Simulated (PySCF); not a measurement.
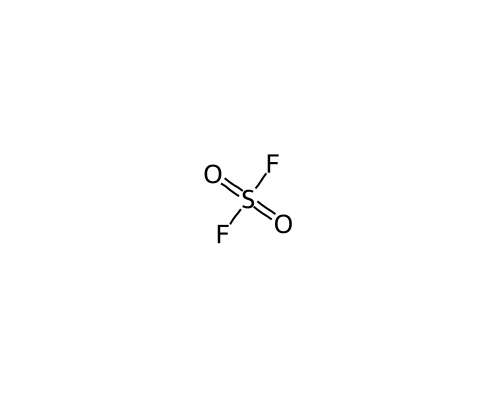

Structural formula above. Computed geometry: PBE0-D3(BJ)/def2-SVP optimisation. No frequency run is at hand to confirm it as a minimum.

Describe the 3D structure.

It has 5 atoms: 1 sulfur, 2 oxygen and 2 fluorine (SO2F2). Its SMILES string is `O=S(=O)(F)F`.

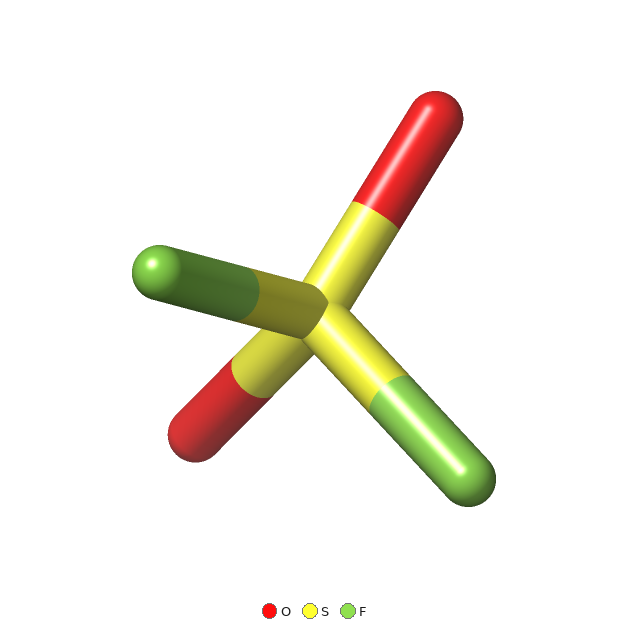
